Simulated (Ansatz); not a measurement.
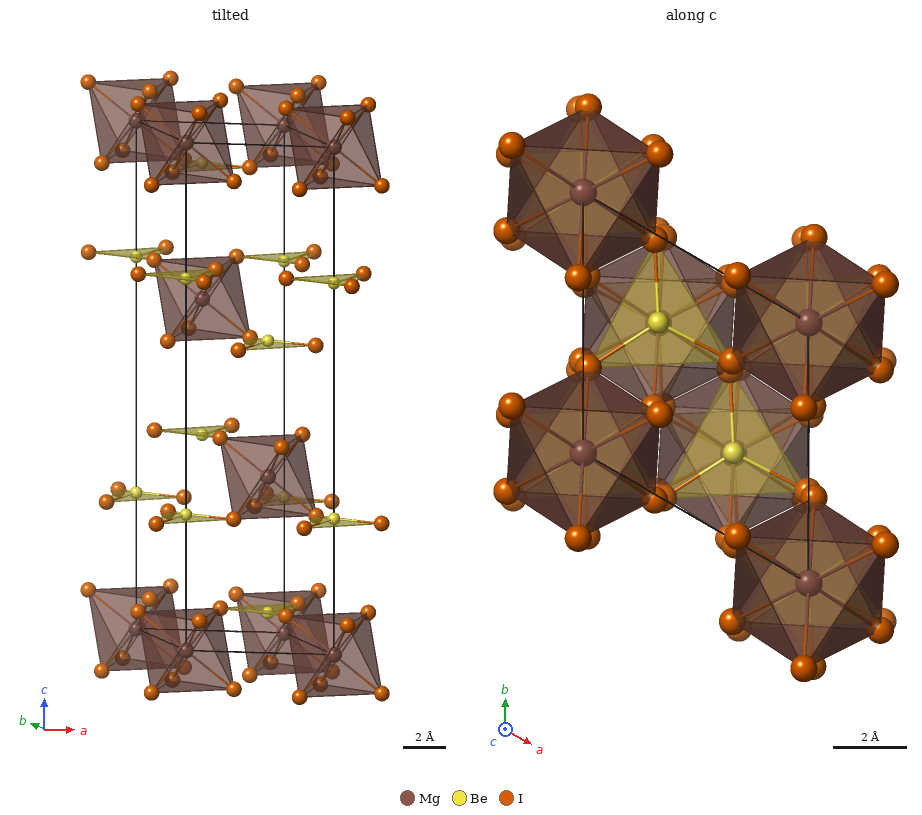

A polyhedral rendering, viewed slightly off an axis and along the c axis. The edges of the conventional unit cell are marked. Some neighbours outside the box are added.

MgBe$_{2}$I$_{6}$, space group R-3 (No. 148), a = 7.229 Å, b = 7.229 Å, c = 24.673 Å, α = 90.00°, β = 90.00°, γ = 120.00°. The starting point was a structure type filled with these elements by a generator (whether the compound takes this form wasn't checked). Earlier steps of the study, as a rule a relaxation of our own, may have changed the cell and positions, so they can lie some per cent off the listed ones. It went into a calculation with Ansatz.

This one geometry was computed with Ansatz (DFT, plane waves, PAW) at three levels of theory: PBE, r2SCAN and LDA.

**Which level gives the highest pressure at this volume, and what does that say about its equilibrium volume?**

Highest: PBE (0.0 GPa) and r2SCAN (-0.4 GPa), which points to the largest equilibrium volume. Lowest, with the smallest volume: LDA (-1.8 GPa). Levels within 0.5 GPa of each other can't be told apart.

**How does the band gap change with the level of theory?**

LDA: a gap of 3.16 eV, indirect; PBE: a gap of 3.30 eV, indirect; r2SCAN: a gap of 3.88 eV, indirect.

**Collect the results in a table.**

| level | cutoff (eV) | k-mesh of the run's cell | gap (eV) | pressure (GPa) |
| --- | --- | --- | --- | --- |
| PBE | 420 | 6×6×6 | 3.30 | 0.0 |
| r2SCAN | 500 | 6×6×6 | 3.88 | -0.4 |
| LDA | 420 | 6×6×6 | 3.16 | -1.8 |

Gaps are taken on the k-mesh or band path of each run.
